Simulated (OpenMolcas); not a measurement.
## How basis sets differ on C2H6Al (SMILES [CH3][Al][CH3])

The species is C2H6Al (9 atoms), meant as a doublet with charge 0. As SMILES, `[CH3][Al][CH3]`. The shape is that of a PBE0-D4/def2-TZVP optimisation.

Quantity: the dipole moment, in D. The values are calculated.

```
                 level          kind     program  value (D)  CPU time
ROHF/ANO-RCC-MB (DKH2)  Hartree–Fock  OpenMolcas       0.64     2.2 s
            UHF/STO-3G  Hartree–Fock  OpenMolcas       1.95     3.2 s
             UHF/3-21G  Hartree–Fock  OpenMolcas       0.05     3.6 s
         UHF/def2-SVPD  Hartree–Fock  OpenMolcas       0.29      28 s
```

The values span 0.05 to 1.95 D. Magnitudes only. Sets without polarisation functions give poor dipoles. Times are those of the runs behind each value, whatever else they computed, on shared processors of several kinds: orders of magnitude only.

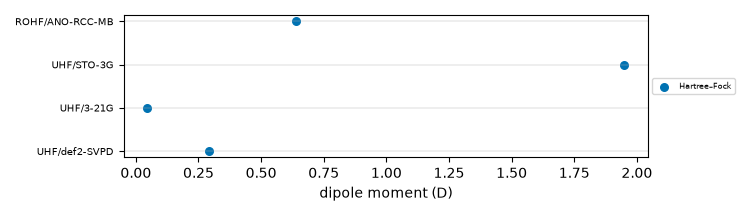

The values of the table, level by level.
